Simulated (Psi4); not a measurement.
**CF2 (SMILES F[C]F): CEPA(1)/def2-SVPD (density fitting)**

Aim: the energy change on altering one bond length of CF2 at CEPA(1)/def2-SVPD (density fitting), from 2 runs. 

The results are computed with Psi4 1.11.

## Step 1: The system as given

CF2: 3 atoms, total charge 0, spin state singlet. As SMILES, `F[C]F`. The shape is that of a GFN2-xTB optimisation.

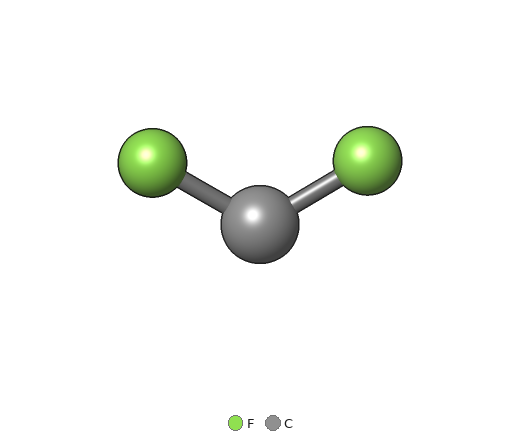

The structure, seen from a chosen angle (fluorine green, carbon grey).

## Step 2: The energy at CEPA(1)/def2-SVPD (density fitting)

File job.json:

```json
{
  "schema_name": "qcschema_input",
  "schema_version": 1,
  "molecule": {
    "schema_name": "qcschema_molecule",
    "schema_version": 2,
    "symbols": ["F", "C", "F"],
    "geometry": [0.75010789, 1.95170914, 0.62884416, 0.61760029, -0.51434566, 0.28294869, -1.36770818, -1.43736348, -0.91179286],
    "molecular_charge": 0,
    "molecular_multiplicity": 1,
    "fix_com": true,
    "fix_orientation": true
  },
  "driver": "energy",
  "model": {
    "method": "cepa(1)",
    "basis": "def2-SVPD"
  },
  "keywords": {
    "scf_type": "df"
  }
}
```

Command:

```
$ psi4 --qcschema job.json -n 1 --memory 1600MB
```

stdout, shortened:

```text
[...]
  Running in c1 symmetry.
[...]
  Nuclear repulsion =   62.216772562637679
[...]
  Multiplicity = 1
[...]
  Nalpha       = 12
  Nbeta        = 12
[...]
    Number of basis functions: 66
[...]
   @DF-RHF iter   1:  -236.41009272291001   -6.14766e-01   5.31467e-03 ADIIS/DIIS
[...]
   @DF-RHF iter  11:  -236.46065043171632   -1.03739e-11   7.84401e-09 DIIS
[...]
    Orbital Energies [Eh]
    ---------------------
    Doubly Occupied:
       1A    -26.393911     2A    -26.393797     3A    -11.479949
       4A     -1.717785     5A     -1.663412     6A     -0.959166
       7A     -0.846251     8A     -0.799308     9A     -0.782716
      10A     -0.719521    11A     -0.716648    12A     -0.455327
[...]
  @DF-RHF Final Energy:  -236.46065043171632
   => Energetics <=
    Nuclear Repulsion Energy =             62.2167725626376793
    One-Electron Energy =                -451.4992620262207765
    Two-Electron Energy =                 152.8218390318667730
    Total Energy =                       -236.4606504317163171
[...]
 Multipole Moments:
 ------------------------------------------------------------------------------------
     Multipole            Electronic (a.u.)      Nuclear  (a.u.)        Total (a.u.)
 ------------------------------------------------------------------------------------
 L = 1.  Multiply by 2.5417464519 to convert [e a0] to [Debye]
 Dipole X            :          1.6503402           -1.8528009           -0.2024607
 Dipole Y            :         -1.3737024            1.5430370            0.1693346
 Dipole Z            :          0.7561704           -0.8488462           -0.0926758
 Magnitude           :                                                    0.2797380
[...]
      * SCS-MP2 total energy:                 -236.954230914096
[...]
      * MP2 total energy:                     -236.973103401742
[...]
```

The result, in JSON:

```text
{
 "driver": "energy",
 "model": {
  "method": "cepa(1)",
  "basis": "def2-SVPD"
 },
 "success": true,
 "return_result": -236.9912257943832,
 "properties": {
  "calcinfo_nbasis": 66,
  "calcinfo_nmo": 66,
  "calcinfo_nalpha": 12,
  "calcinfo_nbeta": 12,
  "calcinfo_natom": 3,
  "nuclear_repulsion_energy": 62.21677256263768,
  "return_energy": -236.9912257943832,
  "scf_one_electron_energy": -451.4992620262208,
  "scf_two_electron_energy": 152.82183903186677,
  "scf_dipole_moment": [-0.20246068319949284, 0.1693346088972616, -0.09267576626311813],
  "scf_total_energy": -236.46065043171632,
  "scf_iterations": 11,
  "mp2_same_spin_correlation_energy": -0.1400343249822015,
  "mp2_opposite_spin_correlation_energy": -0.3724186450436633,
  "mp2_singles_energy": 0.0,
  "mp2_doubles_energy": -0.5124529700258648,
  "mp2_correlation_energy": -0.5124529700258648,
  "mp2_total_energy": -236.97310340174218
 }
}
```

Wall time 6.6 s (1 thread of Intel Xeon Platinum 8259CL at 2.50GHz (Skylake/Cascade Lake), shared host); peak memory 0.33 GiB.

## Step 3: The distorted shape at the same level

File cf2.xyz:

```xyz
3
CF2
F      0.817179     1.228179     0.585666
C      0.747059    -0.076801     0.402626
F     -0.723760    -0.760620    -0.482500
```

File calc.py:

```python
import psi4

psi4.set_memory(1600000000)
psi4.set_num_threads(1)
psi4.set_output_file('psi4.out', False)

with open('cf2.xyz') as f:
    atoms = ''.join(f.readlines()[2:])
molecule = psi4.geometry('0 1\n' + atoms + 'no_reorient\nno_com')

options = {'basis': 'def2-SVPD', 'scf_type': 'df'}
psi4.set_options(options)

energy_value, wavefunction = psi4.energy('cepa(1)', molecule=molecule, return_wfn=True)
print(f'total energy {energy_value:.8f} hartree = {energy_value * 27.211386:.5f} eV')
for k, v in sorted(psi4.core.scalar_variables().items()):
    print(f'{k:45s} {v:18.10f}')
```

Command:

```
$ python calc.py
```

psi4.out, shortened:

```text
[...]
  Running in c1 symmetry.
[...]
  Nuclear repulsion =   52.801107846118278
[...]
  Multiplicity = 1
[...]
  Nalpha       = 12
  Nbeta        = 12
[...]
    Number of basis functions: 66
[...]
   @DF-RHF iter   1:  -236.22320556370516   -1.02619e+00   8.03528e-03 ADIIS/DIIS
[...]
   @DF-RHF iter  14:  -236.35840205266817   -1.56319e-12   3.99855e-09 DIIS
[...]
    Orbital Energies [Eh]
    ---------------------
    Doubly Occupied:
       1A    -26.475911     2A    -26.253333     3A    -11.581562
       4A     -1.764499     5A     -1.456818     6A     -0.995660
       7A     -0.833368     8A     -0.820635     9A     -0.702457
      10A     -0.584055    11A     -0.582556    12A     -0.500592
[...]
  @DF-RHF Final Energy:  -236.35840205266817
   => Energetics <=
    Nuclear Repulsion Energy =             52.8011078461182777
    One-Electron Energy =                -433.2161307536968025
    Two-Electron Energy =                 144.0566208549103635
    Total Energy =                       -236.3584020526681684
[...]
 Multipole Moments:
 ------------------------------------------------------------------------------------
     Multipole            Electronic (a.u.)      Nuclear  (a.u.)        Total (a.u.)
 ------------------------------------------------------------------------------------
 L = 1.  Multiply by 2.5417464519 to convert [e a0] to [Debye]
 Dipole X            :         -9.0580352           10.0592484            1.0012132
 Dipole Y            :         -6.2814983            7.0812290            0.7997307
 Dipole Z            :         -5.6801972            6.3197166            0.6395194
 Magnitude           :                                                    1.4321250
[...]
      * SCS-MP2 total energy:                 -236.880532451419
[...]
      * MP2 total energy:                     -236.898687158973
[...]
```

On the terminal:

```text
total energy -236.92011008 hartree = -6446.92457 eV
CEPA(1) CORRELATION ENERGY                         -0.5617080283
CEPA(1) DOUBLES ENERGY                             -0.5617080283
CEPA(1) OPPOSITE-SPIN CORRELATION ENERGY           -0.4340860866
CEPA(1) SAME-SPIN CORRELATION ENERGY               -0.1276219417
CEPA(1) SINGLES ENERGY                              0.0000000000
CEPA(1) TOTAL ENERGY                             -236.9201100810
CURRENT CORRELATION ENERGY                         -0.5617080283
CURRENT ENERGY                                   -236.9201100810
CURRENT REFERENCE ENERGY                         -236.3584020527
DD SOLVATION ENERGY                                 0.0000000000
HF KINETIC ENERGY                                 235.3663642810
HF POTENTIAL ENERGY                              -471.7247663337
HF TOTAL ENERGY                                  -236.3584020527
HF VIRIAL RATIO                                     2.0042148664
MP2 CORRELATION ENERGY                             -0.5402851063
MP2 DOUBLES ENERGY                                 -0.5402851063
MP2 OPPOSITE-SPIN CORRELATION ENERGY               -0.3946561884
MP2 SAME-SPIN CORRELATION ENERGY                   -0.1456289179
MP2 SINGLES ENERGY                                  0.0000000000
MP2 TOTAL ENERGY                                 -236.8986871590
NUCLEAR REPULSION ENERGY                           52.8011078461
ONE-ELECTRON ENERGY                              -433.2161307537
PCM POLARIZATION ENERGY                             0.0000000000
PE ENERGY                                           0.0000000000
SCF ITERATION ENERGY                             -236.3584020527
SCF ITERATIONS                                     14.0000000000
SCF TOTAL ENERGY                                 -236.3584020527
TWO-ELECTRON ENERGY                               144.0566208549
```

Wall time 7.5 s (1 thread of Intel Xeon Platinum 8259CL at 2.50GHz (Skylake/Cascade Lake), shared host); peak memory 0.33 GiB.

## Step 4: Results

Level: CEPA(1)/def2-SVPD (density fitting).

| quantity | value |
| --- | --- |
| first shape: total energy | -236.99123 Eh |
| first shape: HOMO energy (Hartree–Fock orbitals) | -12.39 eV |
| first shape: LUMO energy (Hartree–Fock orbitals) | 2.06 eV |
| first shape: HOMO–LUMO gap (Hartree–Fock orbitals) | 14.45 eV |
| first shape: correlation energy | -530.6 mEh |
| distorted shape: total energy | -236.92011 Eh |
| distorted shape: HOMO energy (Hartree–Fock orbitals) | -13.62 eV |
| distorted shape: LUMO energy (Hartree–Fock orbitals) | -0.20 eV |
| distorted shape: HOMO–LUMO gap (Hartree–Fock orbitals) | 13.42 eV |
| distorted shape: correlation energy | -561.7 mEh |
| energy change with the C2–F3 bond stretched from 1.320 to 1.848 Å | 1.935 eV |

What this shows: With the C2–F3 bond stretched from 1.320 to 1.848 Å the energy rises by 1.94 eV (187 kJ/mol). The first shape isn't relaxed at this level, so the change isn't measured from a minimum.
